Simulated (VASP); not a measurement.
# What spin-orbit coupling changes in HfB2

Aim: run bands, DOS and a relaxation of HfB2 twice, without and with spin-orbit coupling. All runs use PBE. Left out of this account: 1 further run (self-consistent run: a reference on another mesh). The start is a cell from a database of measured crystal structures.

Calculated with VASP 6.6.1; PBE; plane waves and PAW (Hf_pv, B), in the first sound run; inputs show where later runs differ.

**1. Set-up**

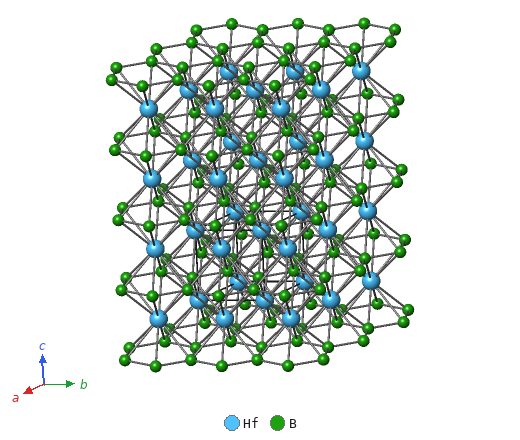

The starting structure, seen slightly off an axis (hafnium blue, boron green). 2×2×3 cells are drawn. Some periodic images of atoms are drawn too.

As a file:

```cif
data_structure
_symmetry_space_group_name_H-M 'P6/mmm'
_symmetry_Int_Tables_number 191
_cell_length_a 3.1400
_cell_length_b 3.1400
_cell_length_c 3.4800
_cell_angle_alpha 90.000
_cell_angle_beta 90.000
_cell_angle_gamma 120.000
_cell_volume 29.71
loop_
_atom_site_label
_atom_site_type_symbol
_atom_site_symmetry_multiplicity
_atom_site_Wyckoff_symbol
_atom_site_fract_x
_atom_site_fract_y
_atom_site_fract_z
_atom_site_occupancy
Hf1 Hf 1 a 0.00000 0.00000 0.00000 1
B1 B 2 d 0.33333 0.66667 0.50000 1
```

**2. Bands along the symmetry lines (PBE)**

The mesh alone shows little of the dispersion and can miss band extrema, so KPOINTS_OPT adds a path through the symmetry points after the self-consistent cycle. PBE, the usual starting point, adds the gradient of the density.

Contents of INCAR:

```
SYSTEM = HfB2
PREC = Accurate
ENCUT = 420
EDIFF = 1E-06
NELM = 100
ISMEAR = -1
SIGMA = 0.05
LREAL = .FALSE.
ALGO = Normal
GGA = PE
NBANDS = 21
LASPH = .TRUE.
LORBIT = 11
LWAVE = .FALSE.
LCHARG = .FALSE.
KPAR = 4
```

Contents of POSCAR:

```
HfB2
1.0
    3.1400000000      0.0000000000      0.0000000000
   -1.5700000000      2.7193197679      0.0000000000
    0.0000000000      0.0000000000      3.4800000000
Hf B
1 2
Direct
    0.0000000000      0.0000000000      0.0000000000
    0.3333333333      0.6666666667      0.5000000000
    0.6666666667      0.3333333333      0.5000000000
```

Contents of KPOINTS:

```
Automatic mesh
0
Gamma
10 10 8
0 0 0
```

Contents of KPOINTS_OPT:

```
Line mode
16
Line-mode
Reciprocal
  0.00000000   0.00000000   0.00000000 GAMMA
  0.50000000   0.00000000   0.00000000 M

  0.50000000   0.00000000   0.00000000 M
  0.33333333   0.33333333   0.00000000 K

  0.33333333   0.33333333   0.00000000 K
  0.00000000   0.00000000   0.00000000 GAMMA

  0.00000000   0.00000000   0.00000000 GAMMA
  0.00000000   0.00000000   0.50000000 A

  0.00000000   0.00000000   0.50000000 A
  0.50000000   0.00000000   0.50000000 L

  0.50000000   0.00000000   0.50000000 L
  0.33333333   0.33333333   0.50000000 H

  0.33333333   0.33333333   0.50000000 H
  0.00000000   0.00000000   0.50000000 A

  0.50000000   0.00000000   0.50000000 L
  0.50000000   0.00000000   0.00000000 M

  0.33333333   0.33333333   0.00000000 K
  0.33333333   0.33333333   0.50000000 H
```

PAW data sets: Hf_pv and B (PBE family, release 64).

Command:

```sh
$ mpirun -np 4 vasp_std
```

What it wrote:

```text
[banner, memory and clock lines left out]
running    4 mpi-ranks, on    1 nodes
 distrk:  each k-point on    1 cores,    4 groups
 distr:  one band on    1 cores,    1 groups

 POSCAR found type information on POSCAR HfB
 POSCAR found :  2 types and       3 ions
 LDA part: xc-table for (Slater+PW92), standard interpolation
 POSCAR, INCAR and KPOINTS ok, starting setup
 FFT: planning ... GRIDC
 FFT: planning ... GRID_SOFT
 FFT: planning ... GRID
 WAVECAR not read
 entering main loop
       N       E                     dE             d eps       ncg     rms          rms(c)
DAV:   1     0.298091395153E+02    0.29809E+02   -0.63183E+03  2940   0.612E+02
DAV:   2    -0.273327463772E+02   -0.57142E+02   -0.53916E+02  3798   0.172E+02
DAV:   3    -0.287679465057E+02   -0.14352E+01   -0.14244E+01  3543   0.198E+01
DAV:   4    -0.287712524310E+02   -0.33059E-02   -0.33056E-02  3201   0.109E+00
DAV:   5    -0.287712590836E+02   -0.66526E-05   -0.66522E-05  3432   0.459E-02    0.525E+01
DAV:   6    -0.265172292642E+02    0.22540E+01   -0.99489E-01  3090   0.857E+00    0.383E+01
DAV:   7    -0.264641325666E+02    0.53097E-01   -0.51674E-01  3280   0.513E+00    0.115E+01
DAV:   8    -0.264019404367E+02    0.62192E-01   -0.10071E-01  3125   0.259E+00    0.122E+00
DAV:   9    -0.263979329715E+02    0.40075E-02   -0.98921E-03  3095   0.762E-01    0.280E-01
DAV:  10    -0.263977210922E+02    0.21188E-03   -0.49585E-04  3220   0.161E-01    0.231E-01
DAV:  11    -0.263977281830E+02   -0.70908E-05   -0.52401E-05  3326   0.426E-02    0.860E-02
DAV:  12    -0.263977257524E+02    0.24305E-05   -0.24686E-06  3220   0.945E-03    0.485E-03
DAV:  13    -0.263977257586E+02   -0.61475E-08   -0.12124E-07  1600   0.240E-03
   1 F= -.26397726E+02 E0= -.26396431E+02  d E =-.259015E-02
 Start KPOINTS_OPT (optional k-point list driver)
k-point batch [1-70\144]
       N       E                     dE             ncg
DAV:   1    -0.386413545749E+04   -0.26202E+05     2940
DAV:   2    -0.779780904887E+04   -0.39337E+04     3558
DAV:   3    -0.790150598616E+04   -0.10370E+03     3506
DAV:   4    -0.790175538241E+04   -0.24940E+00     3210
DAV:   5    -0.790175603106E+04   -0.64865E-03     3441
DAV:   6    -0.790175603342E+04   -0.23592E-05     2824
DAV:   7    -0.790175603356E+04   -0.14081E-06     2617
[...]
k-point batch [141-144\144]
       N       E                     dE             ncg
DAV:   1     0.391381788085E+05   -0.29616E+04      168
DAV:   2     0.388963498649E+05   -0.24183E+03      203
DAV:   3     0.388898949056E+05   -0.64550E+01      183
DAV:   4     0.388898814898E+05   -0.13416E-01      188
DAV:   5     0.388898814620E+05   -0.27783E-04      183
DAV:   6     0.388898814619E+05   -0.89945E-07      156
```

Elapsed: 9.6 s, on 4 MPI ranks of Intel Xeon 6975P-C (Granite Rapids), shared host; peak memory 0.66 GiB.

Lines that name or quote the potential files are left out of all logs, and their timing lines are given in words.

OUTCAR, selected parts (step 2):

```text
ion  position               nearest neighbor table
   1  0.000  0.000  0.000-   2 2.51   3 2.51   2 2.51   3 2.51   3 2.51   3 2.51   2 2.51   2 2.51
                             3 2.51   3 2.51   2 2.51   2 2.51
   2  0.333  0.667  0.500-   3 1.81   3 1.81   3 1.81   1 2.51   1 2.51   1 2.51   1 2.51   1 2.51
                             1 2.51
   3  0.667  0.333  0.500-   2 1.81   2 1.81   2 1.81   1 2.51   1 2.51   1 2.51   1 2.51   1 2.51
                             1 2.51

  LATTYP: Found a hexagonal cell.
 ALAT       =     3.1400000000
 C/A-ratio  =     1.1082802548

 Subroutine GETGRP returns: Found 24 space group operations
 (whereof 24 operations were pure point group operations)

The static configuration has the point symmetry D_6h.

 Found     70 irreducible k-points:

   k-points           NKPTS =     70   k-points in BZ     NKDIM =     70   number of bands    NBANDS=     21

   dimension x,y,z NGX =    24 NGY =   24 NGZ =   24
   dimension x,y,z NGXF=    48 NGYF=   48 NGZF=   48

   ENCUT  =  420.0 eV  30.87 Ry    5.56 a.u.   5.25  5.25  5.82*2*pi/ulx,y,z

   NELECT =      16.0000    total number of electrons

 k-points in reciprocal lattice and weights: Automatic mesh
   0.00000000  0.00000000  0.00000000       0.001
   0.10000000  0.00000000  0.00000000       0.007
   0.20000000  0.00000000  0.00000000       0.007
   0.30000000  0.00000000  0.00000000       0.007
   0.40000000  0.00000000  0.00000000       0.007
   0.50000000  0.00000000  0.00000000       0.004
   0.10000000  0.10000000  0.00000000       0.007
   0.20000000  0.10000000  0.00000000       0.015
   0.30000000  0.10000000  0.00000000       0.015
[...]
0.40000000  0.20000000  0.50000000       0.007
   0.30000000  0.30000000  0.50000000       0.007

 average (electrostatic) potential at core
       1 -34.4206       2 -25.0840       3 -25.0840

 E-fermi :   7.5668

 k-point     1 :       0.0000    0.0000    0.0000
  band No.  band energies     occupation
    ...
      4      -6.0812      2.00000
      5       4.6660      2.00000
      6       4.7737      2.00000
      7       4.7737      2.00000
      8       4.8893      2.00000
      9      11.6968      0.00000
     10      11.6968      0.00000
     11      12.3292      0.00000
     12      12.3292      0.00000
     13      12.6633      0.00000
    ...

 k-point     2 :       0.1000    0.0000    0.0000
  band No.  band energies     occupation
    ...
      4      -5.8659      2.00000
      5       4.1767      2.00000
      6       4.7073      2.00000
      7       4.7592      2.00000
      8       4.8793      2.00000
      9      10.9679      0.00000
     10      11.5472      0.00000
     11      11.5477      0.00000
     12      11.9452      0.00000
     13      13.2998      0.00000
    ...

 k-point     3 :       0.2000    0.0000    0.0000
  band No.  band energies     occupation
    ...
      4      -5.2525      2.00000
      5       2.8482      2.00000
      6       4.3029      2.00000
      7       4.6714      2.00000
      8       5.3117      2.00000
      9       9.8491      0.00000
     10      11.1882      0.00000
     11      11.3914      0.00000
     12      11.8554      0.00000
     13      13.6834      0.00000
    ...

  Total        0.1411124      0.1411124      0.2852106      0.0000000      0.0000000     -0.0000000
  in kB        7.6086336      7.6086336     15.3782539      0.0000000      0.0000000     -0.0000000
  external PRESSURE =      10.1985071 kB  Pullay stress =       0.0000000 kB

  energy-cutoff  :      420.00
  volume of cell :       29.71
      direct lattice vectors                 reciprocal lattice vectors
     3.140000000  0.000000000  0.000000000     0.318471338  0.183869512  0.000000000
    -1.570000000  2.719319768  0.000000000     0.000000000  0.367739025  0.000000000
     0.000000000  0.000000000  3.480000000     0.000000000  0.000000000  0.287356322

 POSITION                                       TOTAL-FORCE (eV/Angst)
 -----------------------------------------------------------------------------------
      0.00000      0.00000      0.00000        -0.000000     -0.000000      0.000000
     -0.00000      1.81288      1.74000        -0.000000      0.000000      0.000000
      1.57000      0.90644      1.74000         0.000000     -0.000000      0.000000
 -----------------------------------------------------------------------------------
    total drift:                               -0.000000      0.000000      0.000000

  FREE ENERGIE OF THE ION-ELECTRON SYSTEM (eV)
  ---------------------------------------------------
  free  energy   TOTEN  =       -26.3977257586 eV

  energy  without entropy=      -26.3951356055  energy(sigma->0) =      -26.39643068

 total charge
# of ion       s       p       d       tot
------------------------------------------
    1        0.298   6.580   1.837   8.714
    2        0.664   1.276   0.000   1.940
    3        0.664   1.276   0.000   1.940
--------------------------------------------------
tot          1.626   9.131   1.837  12.594

[... 3 further parts left out ...]
```

Spin-orbit coupling is off here; with elements this heavy it splits and shifts levels by tenths of an eV or more. Harder data sets than Hf_pv exist (the GW ones), and pressures, volumes and forces can shift noticeably with them.

This step gave:

* SCF cycles: 13
* electrons: 16
* bands: 21
* irreducible k-points: 70
* symmetry operations: 24
* free energy (TOTEN): -26.40 eV
* energy at zero smearing: -26.40 eV
* Fermi energy: 7.567 eV
* pressure: 1.020 GPa
* metallic: yes

Electronic bands along the path, in eV, zero at the Fermi level; # counts the bands kept:

```
    point     #2     #3     #4     #5    #6    #7    #8    #9
        Γ  -2.90  -2.79  -2.79  -2.68  4.13  4.13  4.76  4.76
        M  -8.95  -4.02  -3.33  -2.76  2.21  2.83  5.68  5.82
        K  -8.19  -7.64  -2.49  -2.49  1.83  1.83  3.55  9.50
        Γ  -2.90  -2.79  -2.79  -2.68  4.13  4.13  4.76  4.76
        A  -8.27  -1.09  -1.09   0.42  0.42  1.10  1.10  2.34
        L  -7.40  -4.86  -4.61  -2.57  4.11  4.26  6.35  7.30
        H  -9.03  -5.39  -3.06  -3.06  4.56  5.50  7.03  7.03
        A  -8.27  -1.09  -1.09   0.42  0.42  1.10  1.10  2.34
jump to L  -7.40  -4.86  -4.61  -2.57  4.11  4.26  6.35  7.30
        M  -8.95  -4.02  -3.33  -2.76  2.21  2.83  5.68  5.82
jump to K  -8.19  -7.64  -2.49  -2.49  1.83  1.83  3.55  9.50
        H  -9.03  -5.39  -3.06  -3.06  4.56  5.50  7.03  7.03
```

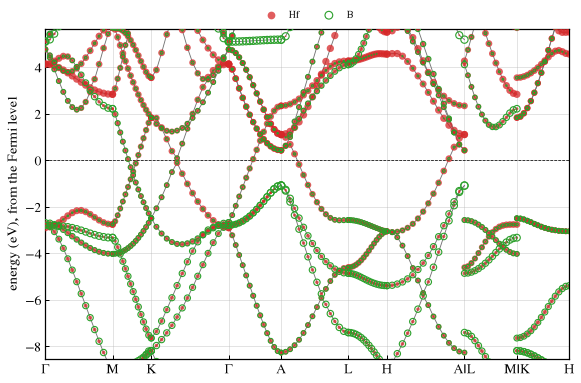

Electronic bands along the path; dots are coloured as in the legend, and their area grows with the weight.

There is no gap at this level.

**3. Band structure (PBE + SOC)**

This step: PBE, spin-orbit coupling; plane waves and PAW (Hf_pv, B) (VASP 6.6.1).

The mesh alone shows little of the dispersion and can miss band extrema, so KPOINTS_OPT adds a path through the symmetry points after the self-consistent cycle. Spin-orbit coupling needs spinors and the noncollinear program, where each band holds one electron.

Changes to INCAR since step 2:

```diff
@@ -10,4 +10,9 @@
 GGA = PE
-NBANDS = 21
+LNONCOLLINEAR = .TRUE.
+MAGMOM = 0 0 0 0 0 0 0 0 0
+NBANDS = 28
+GGA_COMPAT = .FALSE.
 LASPH = .TRUE.
+LSORBIT = .TRUE.
+LMAXMIX = 4
 LORBIT = 11
```

POSCAR is that of step 2.

KPOINTS is that of step 2.

KPOINTS_OPT is that of step 2.

Command:

```sh
$ mpirun -np 4 vasp_ncl
```

What it wrote:

```text
[... set-up lines as in an earlier step ...]
 entering main loop
       N       E                     dE             d eps       ncg     rms          rms(c)
DAV:   1     0.397642944272E+02    0.39764E+02   -0.69448E+03  3928   0.928E+02
DAV:   2    -0.269844354815E+02   -0.66749E+02   -0.62979E+02  4624   0.247E+02
DAV:   3    -0.294297647711E+02   -0.24453E+01   -0.24185E+01  5268   0.361E+01
DAV:   4    -0.294472220228E+02   -0.17457E-01   -0.17424E-01  4916   0.329E+00
DAV:   5    -0.294473535607E+02   -0.13154E-03   -0.13152E-03  4836   0.263E-01    0.585E+01
DAV:   6    -0.271630550412E+02    0.22843E+01   -0.35088E+00  4684   0.130E+01    0.407E+01
DAV:   7    -0.270914863405E+02    0.71569E-01   -0.10607E+00  4840   0.722E+00    0.208E+01
DAV:   8    -0.270818007594E+02    0.96856E-02   -0.42241E-02  4716   0.140E+00    0.493E+00
DAV:   9    -0.270606046460E+02    0.21196E-01   -0.72509E-02  4596   0.199E+00    0.913E-01
DAV:  10    -0.270600483419E+02    0.55630E-03   -0.76916E-03  4524   0.654E-01    0.334E-01
DAV:  11    -0.270600011896E+02    0.47152E-04   -0.15311E-04  4760   0.102E-01    0.204E-01
DAV:  12    -0.270599919501E+02    0.92395E-05   -0.52523E-05  4620   0.530E-02    0.148E-02
DAV:  13    -0.270599914595E+02    0.49065E-06   -0.31045E-06  4528   0.139E-02
   1 F= -.27059991E+02 E0= -.27058738E+02  d E =-.250610E-02  mag=    -0.0000     0.0000    -0.0000
 Start KPOINTS_OPT (optional k-point list driver)
k-point batch [1-70\144]
       N       E                     dE             ncg
DAV:   1    -0.323575836262E+04   -0.23587E+05     3928
DAV:   2    -0.778251000751E+04   -0.45468E+04     4796
DAV:   3    -0.795868300272E+04   -0.17617E+03     5056
DAV:   4    -0.796040169478E+04   -0.17187E+01     4808
DAV:   5    -0.796042097759E+04   -0.19283E-01     4744
DAV:   6    -0.796042134915E+04   -0.37156E-03     4888
DAV:   7    -0.796042135877E+04   -0.96201E-05     4084
DAV:   8    -0.796042135910E+04   -0.33715E-06     3452
[...]
k-point batch [141-144\144]
       N       E                     dE             ncg
DAV:   1     0.379580677867E+05   -0.27864E+04      224
DAV:   2     0.376955070231E+05   -0.26256E+03      264
DAV:   3     0.376867454664E+05   -0.87616E+01      312
DAV:   4     0.376866886105E+05   -0.56856E-01      296
DAV:   5     0.376866881663E+05   -0.44419E-03      276
DAV:   6     0.376866881614E+05   -0.48487E-05      292
DAV:   7     0.376866881614E+05   -0.59488E-07      204
```

Wall time 36 s (4 MPI ranks); peak memory 1.1 GiB; 2.3 min of CPU time.

OUTCAR, selected parts (step 3):

```text
The static configuration has the point symmetry D_6h.

 Found     70 irreducible k-points:

   k-points           NKPTS =     70   k-points in BZ     NKDIM =     70   number of bands    NBANDS=     28

   NELECT =      16.0000    total number of electrons

 E-fermi :   7.5628

 k-point     1 :       0.0000    0.0000    0.0000
  band No.  band energies     occupation
    ...
     12       4.7175      1.00000
     13       4.8172      1.00000
     14       4.8172      1.00000
     15       4.9029      1.00000
     16       4.9029      1.00000
     17      11.5447      0.00000
     18      11.5447      0.00000
     19      11.7091      0.00000
     20      11.7091      0.00000
     21      12.2524      0.00000
    ...

 k-point     2 :       0.1000    0.0000    0.0000
  band No.  band energies     occupation
    ...
     12       4.6984      1.00000
     13       4.7782      1.00000
     14       4.7782      1.00000
     15       4.8753      1.00000
     16       4.8753      1.00000
     17      10.9163      0.00000
     18      10.9163      0.00000
     19      11.4695      0.00000
     20      11.4695      0.00000
     21      11.5891      0.00000
    ...

  Total        0.1377779      0.1377779      0.2833884      0.0000000     -0.0000000      0.0000000
  in kB        7.4288408      7.4288408     15.2800046      0.0000000     -0.0000000      0.0000000
  external PRESSURE =      10.0458954 kB  Pullay stress =       0.0000000 kB

 POSITION                                       TOTAL-FORCE (eV/Angst)
 -----------------------------------------------------------------------------------
      0.00000      0.00000      0.00000         0.000000      0.000000     -0.000000
     -0.00000      1.81288      1.74000        -0.000000      0.000000     -0.000000
      1.57000      0.90644      1.74000         0.000000     -0.000000      0.000000
 -----------------------------------------------------------------------------------
    total drift:                               -0.000000      0.000000     -0.000000

  FREE ENERGIE OF THE ION-ELECTRON SYSTEM (eV)
  ---------------------------------------------------
  free  energy   TOTEN  =       -27.0599914595 eV

  energy  without entropy=      -27.0574853607  energy(sigma->0) =      -27.05873841

 Spin-Orbit-Coupling matrix elements
 Ion:    1  E_soc:     -1.3129425
 Ion:    2  E_soc:     -0.0000566
 Ion:    3  E_soc:     -0.0000566

 total charge
# of ion       s       p       d       tot
------------------------------------------
    1        0.298   6.631   1.843   8.772
    2        0.664   1.275   0.000   1.939
    3        0.664   1.275   0.000   1.939
--------------------------------------------------
tot          1.626   9.180   1.843  12.649

 magnetization (x)
# of ion       s       p       d       tot
------------------------------------------
    1       -0.000  -0.000   0.000  -0.000
    2        0.000   0.000   0.000   0.000
    3        0.000   0.000   0.000   0.000
--------------------------------------------------
tot          0.000  -0.000   0.000   0.000

 magnetization (y)
# of ion       s       p       d       tot
------------------------------------------
    1        0.000   0.000   0.000   0.000
    2        0.000   0.000   0.000   0.000
    3       -0.000   0.000   0.000  -0.000
--------------------------------------------------
tot          0.000   0.000   0.000   0.000

 magnetization (z)
# of ion       s       p       d       tot
------------------------------------------
    1        0.000   0.000   0.000   0.000
    2        0.000   0.000   0.000   0.000
    3        0.000   0.000   0.000   0.000
--------------------------------------------------
tot          0.000   0.000   0.000   0.000

[... 7 parts as in an earlier step ...]

[... 5 further parts left out ...]
```

This step gave:

| Property | Result |
| --- | --- |
| bands | 28 |
| free energy (TOTEN) | -27.06 eV |
| energy at zero smearing | -27.06 eV |
| Fermi energy | 7.563 eV |
| pressure | 1.005 GPa |

On-site spin-orbit energy by atom:

```
atom  on-site spin-orbit energy (eV)
 Hf1                           -1.31
  B2                            0.00
  B3                            0.00
```

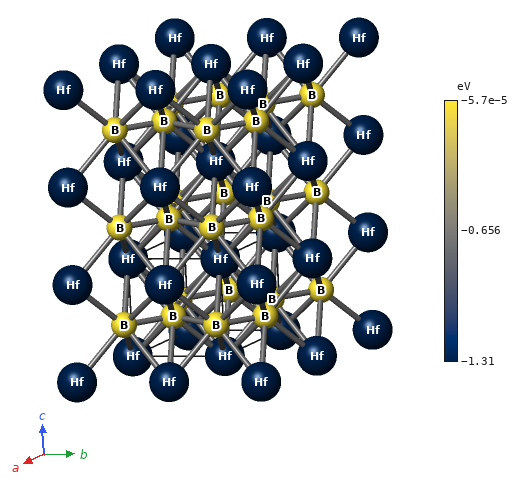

Atoms coloured by on-site spin-orbit energy. 2×2×3 cells are drawn. Some periodic images of atoms are drawn too.

The electronic bands at the labelled points (eV, zero at the Fermi level; # counts the bands kept):

```
    point     #7     #8     #9    #10   #11   #12   #13   #14
        Γ  -2.75  -2.75  -2.66  -2.66  3.98  3.98  4.15  4.15
        M  -3.32  -3.32  -2.77  -2.77  2.21  2.21  2.82  2.82
        K  -2.54  -2.54  -2.46  -2.46  1.72  1.72  1.92  1.92
        Γ  -2.75  -2.75  -2.66  -2.66  3.98  3.98  4.15  4.15
        A  -1.09  -1.09   0.34   0.34  0.43  0.43  0.96  0.96
        L  -4.60  -4.60  -2.53  -2.53  4.12  4.12  4.23  4.23
        H  -3.18  -3.18  -2.86  -2.86  4.53  4.53  5.46  5.46
        A  -1.09  -1.09   0.34   0.34  0.43  0.43  0.96  0.96
jump to L  -4.60  -4.60  -2.53  -2.53  4.12  4.12  4.23  4.23
        M  -3.32  -3.32  -2.77  -2.77  2.21  2.21  2.82  2.82
jump to K  -2.54  -2.54  -2.46  -2.46  1.72  1.72  1.92  1.92
        H  -3.18  -3.18  -2.86  -2.86  4.53  4.53  5.46  5.46
```

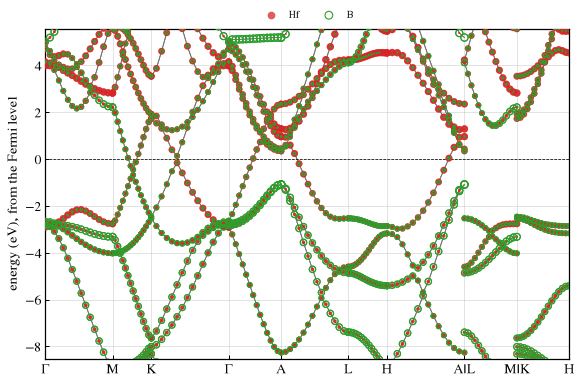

Electronic bands along the path; dots are coloured as in the legend, and their area grows with the weight.

There is no gap at this level. Without the coupling there was no gap either. The run took 3.8 times the core time, with 28 spinor bands against 21.

(Part 1 of 3 ends here.)

[Lines on the potential files, build, host, timing and source positions are cut from VASP's logs without a mark.]

[Logs are printed without paths, hosts, clocks, repeated set-up lines and the standing remarks that a program may print on its own settings, such as how far it seeks lower states.]

[Hosts, paths, dates, database ids (printed as entryN), source tags and the programs' standing remarks are cut or masked in the printed files.]

[A measured line is paired with the nearest computed mode of its activity, which favours agreement.]

[Band numbers marked # count the bands kept; VASP's own numbers are higher by 3 or 6.]
